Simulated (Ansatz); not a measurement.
The starting structures come from a database of crystals and need not be the phases stable at ambient conditions.

 Where the default PAW files enter, the runs use the earlier of Ansatz's two default sets.

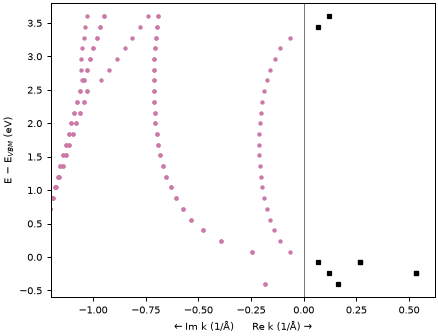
Fig. 1. Complex bands at the centre of the two-dimensional zone; r2SCAN run with Ansatz (a quantum-chemistry and plane-wave program)

The gap is the functional's own. No spin-orbit coupling. Mid-gap values are interpolated on the energy grid.

This is MgSe (F-43m, zinc blende, not sure to be the ambient phase, 2 atoms a cell, 26.2 Å³ an atom) along the normal of (111). Read off the slowest decay at the centre of the two-dimensional zone at 1.68 eV, the computed energy nearest the middle of the gap.

κ ≈ 0.21 1/Å, a decay length 1/(2κ) of the density of 2.4 Å.
